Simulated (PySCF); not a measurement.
# C7H10Si: electronic excitations

Aim: predict the electronic excitations of C7H10Si (`CC#CC1=C[SiH2][C@H]1C`).

The runs use PySCF 2.14.0, with density-fitted response routines of our own; the level of theory stands in each step. All values are computed, except where a source is named. Atoms count from 0, in the outputs and in this text.

### Step 1. Starting geometry

18 atoms, charge 0, multiplicity 1; geometry from: GFN2-xTB.

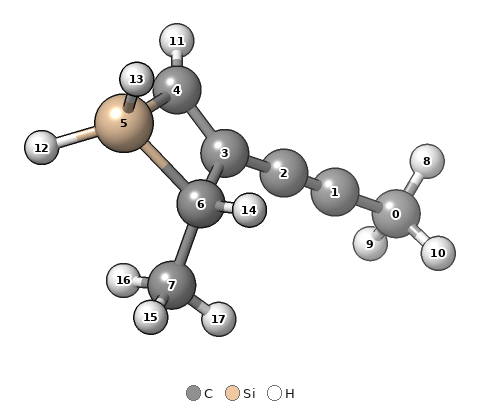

As it starts; carbon grey, silicon light orange, hydrogen white, atoms numbered.

### Step 2. TDDFT and polarisability: CAM-B3LYP/def2-SVPD

Job settings and geometry (Å):

```
{"job": {"kind": "uv", "xc": "CAM-B3LYP", "basis": "def2-SVPD", "nstates": 8, "ntriplets": 3}, "charge": 0, "multiplicity": 1}
C      3.580322    -0.911434    -0.169092
C      2.257353    -0.331947    -0.176519
C      1.160262     0.167691    -0.187832
C     -0.131247     0.706436    -0.190360
C     -0.559374     1.947214    -0.502407
Si    -2.371284     1.566778    -0.181000
C     -1.388630    -0.064378     0.171286
C     -1.635275    -1.268655    -0.724647
H      4.315689    -0.166821     0.137002
H      3.835066    -1.264783    -1.168842
H      3.618543    -1.754332     0.521497
H      0.053889     2.780484    -0.807327
H     -3.275232     1.514345    -1.328954
H     -3.014420     2.194209     0.973048
H     -1.365465    -0.395062     1.213440
H     -2.586752    -1.738815    -0.482705
H     -1.657924    -0.965356    -1.770221
H     -0.844281    -2.009256    -0.602786
```

Level: TDDFT CAM-B3LYP/def2-SVPD, vertical, gas phase, core orbitals frozen in the response.

On the command line:

```sh
$ OMP_NUM_THREADS=1 python probes_run.py task.json out
```

One launch serves the whole session: the jobs run in the order shown.

What will the session give for the following? lowest singlet (CAM-B3LYP/def2-SVPD); brightest single state of those computed; lowest triplet; surface potential, least and greatest. Wanted: lowest singlet; brightest single state of those computed; lowest triplet; surface potential, least and greatest.

As calculated:

| quantity | value |
| --- | --- |
| lowest singlet (CAM-B3LYP/def2-SVPD) | 5.10 eV (243 nm), f = 0.000 |
| brightest single state of those computed | state 2, 5.32 eV, f = 0.311 |
| lowest triplet | 3.38 eV |
| surface potential, least and greatest | -0.74 V and 1.01 V |

In words: The lowest singlet, at 5.10 eV, is HOMO−1→LUMO 0.90 and is dark; of the 8 states computed, the strongest absorption comes from state 2 at 5.32 eV. The lowest triplet lies 1.72 eV below the lowest singlet (triplets in Tamm-Dancoff, singlets in full TDDFT).
